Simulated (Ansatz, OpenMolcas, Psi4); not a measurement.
**Si2NH7 (SMILES [SiH3]N[SiH3]): methods side by side**

Si2NH7: 10 atoms, total charge 0, spin state singlet. SMILES: `[SiH3]N[SiH3]`. The shape is that of a PBE0-D4/def2-TZVP optimisation.

```csv
atom,x (Å),y (Å),z (Å)
Si,-1.0428,0.7584,-0.8800
N,0.1200,0.5004,0.3687
Si,0.9958,-0.9353,0.7554
H,-1.3736,-0.5673,-1.4582
H,-0.5323,1.6454,-1.9626
H,-2.2743,1.3936,-0.3364
H,0.3620,1.3173,0.9129
H,0.4031,-2.0423,-0.0347
H,0.8972,-1.2430,2.2083
H,2.4448,-0.8272,0.4267
```

Quantity: the HOMO–LUMO gap, in eV. The values are calculated.

```
                                level                    kind     program  value (eV)  CPU time
      HF/6-31G* (spherical functions)            Hartree–Fock  OpenMolcas       14.21     3.5 s
   SVWN5/6-31G* (spherical functions)                     LDA      Ansatz        5.29     1.6 s
    BLYP/6-31G* (spherical functions)                     GGA      Ansatz        5.46     2.4 s
   M06-L/6-31G* (spherical functions)                meta-GGA        Psi4        6.44      34 s
 r2SCAN0/6-31G* (spherical functions)         hybrid meta-GGA      Ansatz        8.19     4.9 s
   B3LYP/6-31G* (Cartesian functions)           global hybrid  OpenMolcas        7.21      21 s
 wB97M-V/6-31G* (spherical functions)  range-separated hybrid      Ansatz       11.68      24 s
PBE-QIDH/6-31G* (spherical functions)           double hybrid      Ansatz       11.61       4 s
```

The values span 5.29 to 14.21 eV. Orbital gaps aren't excitation energies, and those of double hybrids come from the SCF part alone; they tend to grow with the share of exact exchange. CPU times are rough (shared hosts, several kinds of processor and program).

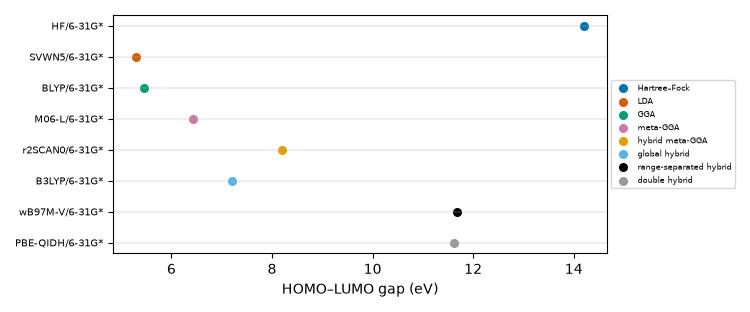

The values of the table, level by level.
